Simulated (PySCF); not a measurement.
C2H2AlBr (SMILES C#[C][AlH][Br])

The calculation's input:

```
{"job": {"kind": "uv", "xc": "wB97X-D", "basis": "def2-SVPD", "nstates": 8, "ntriplets": 3}, "charge": 0, "multiplicity": 1}
C      1.921761     0.271663     0.050565
C      0.736203     0.018257     0.047383
Al    -1.169614    -0.309762     0.033214
Br    -2.668729     1.128586    -0.833860
H      2.956623     0.478576     0.057622
H     -1.773121    -1.585330     0.623502
```

Run with:

```sh
OMP_NUM_THREADS=1 python probes_run.py task.json out
```

Geometry: GFN2-xTB.

Theory: PySCF 2.14.0, wB97X-D/def2-SVPD, SCF density, gas phase.

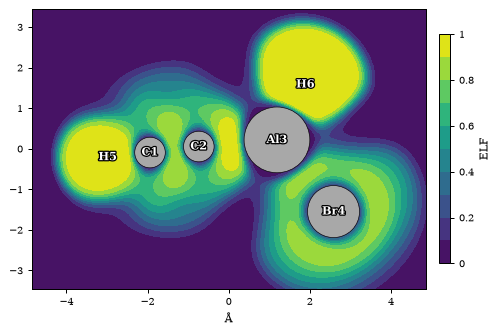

Figure 1. Electron localisation function on the molecular plane. Grey discs cover the atomic cores.

> Describe what can be read from this map.

The section cuts through C, Al, Br and H sites. C–C (1.21 Å): the ELF peaks at about 0.85 between the atoms: a short, multiple covalent bond. C–Al (1.93 Å): the ELF peaks at about 1 between the atoms, as expected for a shared but strongly polarised pair. Al–Br (2.25 Å): the ELF peaks at about 0.85 in the valence shell of Br, 1.1 Å from its nucleus, and is about 0.85 at the midpoint. C–H (1.06 Å): the ELF climbs to about 1 towards the hydrogen, as it does in any bond to H: an ordinary covalent bond to hydrogen. Al–H (1.53 Å): the ELF climbs to about 1 towards the hydrogen. The ELF also peaks beside Br4, away from the bonds: lone-pair regions.

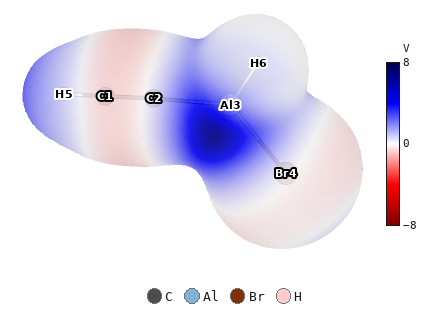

Figure 2. The molecular electrostatic potential painted on the density surface at 0.004 e/bohr³, seen at a tilt; the colour scale runs from red (negative) to blue (positive).

> Which sites attract a positive test charge, and which a negative one?

A positive charge is drawn to the negative regions and a negative charge to the positive ones. The most negative region (about −0.7 V, or −16 kcal/mol for a unit charge) lies over C1 and C2, the most positive (about +6.3 V, or +145 kcal/mol for a unit charge) over Al3. Br4 shows a σ-hole: about +0.5 V, or +12 kcal/mol for a unit charge at the tip opposite its bond, against about −0.3 V, or −7 kcal/mol for a unit charge on its flanks.

> What dipole moment does the calculation give?

Its dipole moment is 1.62 D.
